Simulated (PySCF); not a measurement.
**MoOBr2: relaxation and vibrations of the triplet**

Aim: relax MoOBr2 as a triplet from a PBE0 minimum start, check by its vibrations whether the end is a minimum, and collect its spectrum and constants.

Computed with PySCF 2.14.0. Level: PBE0, basis Mo def2-SVP with ECP28, O def2-SVP, Br def2-SVP, scalar-relativistic core potentials, no spin–orbit coupling, density fitting.

### 1 Starting geometry

4 atoms, charge 0, spin multiplicity 3.

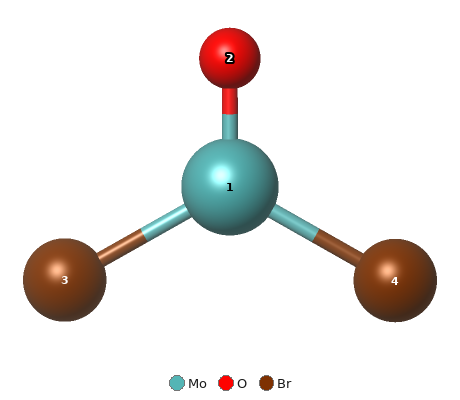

As it starts; molybdenum teal, oxygen red, bromine brown; atoms are numbered from 1 in the order of the file.

Z-matrix (Å, degrees; charge 0 multiplicity 3):
```
Mo
O  1 1.6416
Br 1 2.4231 2 119.57
Br 1 2.4231 2 119.57 3 180.00
```

### 2 Finding the electronic state

One driver script runs all steps and calls PySCF; scf.py shows how it sets up the SCF of each step. The optimiser is the driver's own. After this first run the driver tries any further starts and a stability analysis.

Contents of scf.py:

```python
from pyscf import gto, scf, dft
mol = gto.M(atom='''
Mo    -0.000000    -0.000000     0.597881
O     -0.000000    -0.000000     2.239470
Br     2.107567    -0.000000    -0.597825
Br    -2.107567     0.000000    -0.597825''',
    basis={'Mo': 'def2-SVP', 'O': 'def2-SVP', 'Br': 'def2-SVP'},
    ecp={'Mo': 'def2-SVP'},
    charge=0, spin=2)
mf = dft.UKS(mol, xc='PBE0')
mf.grids.atom_grid = (50, 194)
aux = {'Mo': 'def2-universal-JKFIT', 'O': 'def2-universal-JKFIT', 'Br': 'def2-universal-JKFIT'}
mf = mf.density_fit(auxbasis=aux)
mf.conv_tol = 1e-08
mf.diis_space = 10
mf.max_cycle = 60
mf.init_guess = 'minao'
mf.verbose = 4
mf.kernel()
```

On the command line:

```
OMP_NUM_THREADS=2 python axn.py task.json out
```

Log:

```text
init E= -5280.81275949868
[... the frontier-level lines of each cycle are left out ...]
cycle= 1 E= -5290.32257657197  delta_E= -9.51  |g|= 0.623  |ddm|= 2.37
cycle= 2 E= -5288.1756395372  delta_E= 2.15  |g|= 2.29  |ddm|= 1.73
cycle= 3 E= -5290.45408166308  delta_E= -2.28  |g|= 0.255  |ddm|= 1.43
cycle= 4 E= -5290.46919318503  delta_E= -0.0151  |g|= 0.188  |ddm|=  0.5
cycle= 5 E= -5290.49127219489  delta_E= -0.0221  |g|= 0.049  |ddm|= 0.265
cycle= 6 E= -5290.49239576335  delta_E= -0.00112  |g|= 0.0105  |ddm|= 0.0526
cycle= 7 E= -5290.49251585221  delta_E= -0.00012  |g|= 0.0032  |ddm|= 0.0191
cycle= 8 E= -5290.4925555869  delta_E= -3.97e-05  |g|= 0.00148  |ddm|= 0.0133
cycle= 9 E= -5290.49256516976  delta_E= -9.58e-06  |g|= 0.000792  |ddm|= 0.00789
cycle= 10 E= -5290.49256591977  delta_E= -7.5e-07  |g|= 0.00037  |ddm|= 0.00182
cycle= 11 E= -5290.49256607832  delta_E= -1.59e-07  |g|= 5.09e-05  |ddm|= 0.000922
cycle= 12 E= -5290.49256608515  delta_E= -6.84e-09  |g|= 1.48e-05  |ddm|= 0.000237
Extra cycle  E= -5290.49256608506  delta_E= 9.64e-11  |g|= 2.86e-05  |ddm|= 4.3e-05
converged SCF energy = -5290.49256608506  <S^2> = 2.0235212  2S+1 = 3.0156401
```

This step, with its further starts and checks, ran for 1.8 min (2 threads of Intel Xeon at 2.50GHz (Skylake/Cascade Lake), shared host).

Energies from each starting density:

| start | energy (Eh) |
| --- | --- |
| the minimal-basis guess | -5290.492566 |
| a thermally smeared density | -5290.492566 |
| a smeared PBE density | -5290.492566 |

No lower solution of this spin turned up from the other starts or in the test of internal stability.

### 3 Relaxing the triplet from the PBE0 minimum start

The program finds C2v symmetry in the start, which this walk keeps. The walk stops when the largest gradient is under 0.0003 Eh/bohr and the energy has settled too.

scf.py, as its differences from that of step 2:

```diff
@@ -3,4 +3,4 @@
-Mo    -0.000000    -0.000000     0.597881
-O     -0.000000    -0.000000     2.239470
-Br     2.107567    -0.000000    -0.597825
-Br    -2.107567     0.000000    -0.597825''',
+Mo     0.000000     0.000000     0.597891
+O      0.000000     0.000000     2.239480
+Br     2.107567     0.000000    -0.597815
+Br    -2.107567     0.000000    -0.597815''',
@@ -17 +16,0 @@
-mf.init_guess = 'minao'
```

The optimiser's trace:

| step | energy (Eh) | change (kJ/mol) | largest symmetric gradient (Eh/bohr) |
| --- | --- | --- | --- |
| 0 | -5290.492566 | 0.00 | 0.00020 |

The walk took 20 s.

After 0 steps and 0.0 kJ/mol it ends at C2v: Mo–Br 2.423 Å (×2), Mo–O 1.642 Å; Br–Mo–Br 120.9°, Br–Mo–O 119.6° (×2).

### 4 Is it a minimum? Harmonic modes

On the finer grid the gradient is checked again; gradients at displacements of ±0.02 bohr then give force constants and infrared intensities.

scf.py, as its differences from that of step 3:

```diff
@@ -3,4 +3,4 @@
-Mo     0.000000     0.000000     0.597891
-O      0.000000     0.000000     2.239480
-Br     2.107567     0.000000    -0.597815
-Br    -2.107567     0.000000    -0.597815''',
+Mo     0.000000     0.000000     0.598964
+O      0.000000     0.000000     2.240711
+Br     2.106387     0.000000    -0.598966
+Br    -2.106387     0.000000    -0.598966''',
@@ -11 +11 @@
-mf.grids.atom_grid = (50, 194)
+mf.grids.atom_grid = (75, 302)
@@ -14 +14 @@
-mf.conv_tol = 1e-08
+mf.conv_tol = 1e-10
```

The driver hands on the density of the step before, so the log starts near convergence.

Log of the central SCF (cycles and frontier levels):

```text
init E= -5290.49282292935
[... the frontier-level lines of each cycle are left out ...]
cycle= 1 E= -5290.49282292937  delta_E= -2.18e-11  |g|= 2.61e-06  |ddm|= 4.46e-06
Extra cycle  E= -5290.49282292934  delta_E= 3.55e-11  |g|= 7.52e-06  |ddm|= 9.14e-06
converged SCF energy = -5290.49282292934  <S^2> = 2.0235455  2S+1 = 3.0156561
```

The whole step took 6.2 min.

Geometry: C2v; Mo–Br 2.423 Å (×2), Mo–O 1.642 Å; Br–Mo–Br 120.7°, Br–Mo–O 119.6° (×2).

Modes, for the most abundant isotopes:

| symmetry | ω (cm⁻¹) | IR (km/mol) | type |
| --- | --- | --- | --- |
| a1 | 68 | 0.4 | bend |
| b1 | 101 | 11.1 | bend |
| b2 | 170 | 0.6 | bend |
| a1 | 258 | 9.6 | stretch |
| b2 | 335 | 79.7 | mixed |
| a1 | 1085 | 190 | stretch |

All wavenumbers are real: a minimum.

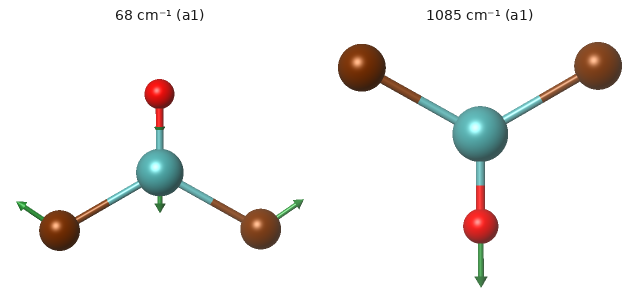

Displacements of 2 of the modes, as arrows (one member where a mode is degenerate).

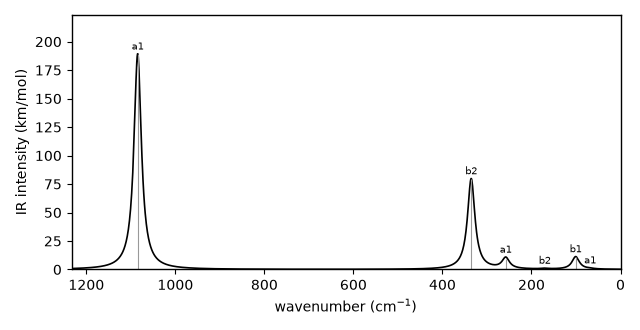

The harmonic infrared spectrum (widths in cm⁻¹). Lines are broadened to a width of 20 cm⁻¹ (Lorentzian).

Constants and moments:

```
Dipole moment                                                   : 0.06 D
Highest occupied level                                          : -7.37 eV
Lowest empty level                                              : -3.51 eV
Rotational constants                                            : 0.09798, 0.02407, 0.01932 cm⁻¹
Zero-point energy                                               : 12.1 kJ/mol
Principal polarisabilities                                      : 47.6, 68.2, 97.4 bohr³
Atomisation energy without zero-point energy                    : 1279 kJ/mol
Principal traceless quadrupole moments about the centre of mass : -2.94, -2.16, 5.10 D Å
Entropy at 298.15 K and 1 bar (electronic part: spin only)      : 362.1 J/(mol K)
Heat capacity Cp at 298.15 K                                    : 72.8 J/(mol K)
Enthalpy at 298.15 K above 0 K                                  : 17.84 kJ/mol
Rotational symmetry number                                      : 2
Spin squared ⟨S²⟩                                               : 2.024
```

Populations by atom (charges in e):

```tsv
atom	Mulliken	Löwdin	polar tensor	spin (Mulliken)	Mayer order to Mo1
Mo1	0.71	-0.26	1.70	2.12	–
O2	-0.29	-0.03	-0.72	-0.17	2.26
Br3,4	-0.21	0.15	-0.49	0.03	1.23
```

Outer orbital energies (eV). α occupied: -11.15, -10.23, -9.91, -9.32, -9.32, -8.88, -8.05, -7.37; empty: -3.47, -2.34, -2.27, 0.00. β occupied: -12.48, -12.24, -10.82, -9.92, -9.27, -9.25, -9.09, -8.88; empty: -3.51, -3.28, -2.66, -1.67.

Mulliken populations on Mo1 (outside its core potential): s 2.43, p 6.49, d 4.33, f 0.05.

### 5 What came out

| quantity | value |
| --- | --- |
| minimum | triplet, C2v |
| geometry | Mo–Br 2.423 Å (×2), Mo–O 1.642 Å; Br–Mo–Br 120.7°, Br–Mo–O 119.6° (×2) |
| wavenumbers (cm⁻¹) | 68 (a1), 101 (b1), 170 (b2), 258 (a1), 335 (b2), 1085 (a1) |
| dipole moment | 0.06 D |
| highest occupied, lowest empty level (either spin) | -7.37, -3.51 eV |
| polar-tensor charge of Mo1 | +1.70 e |
| zero-point energy | 12.1 kJ/mol |
| entropy at 298.15 K | 362.1 J/(mol K) |
| atomisation energy (no zero-point energy) | 1279 kJ/mol |
| ⟨S²⟩ | 2.024 |

The molecule stays C2v, as typed, and the end point is a minimum. In the infrared the band at 1085 cm⁻¹ (a1, stretch) leads. Most of the spin sits on Mo1 (Mulliken spin 2.12, against 2 for the whole molecule). Only this shape and spin were tried, so other structures or states may lie lower. One determinant may miss the lowest occupation of an open d or f shell.

The search up to here took 8.3 min.
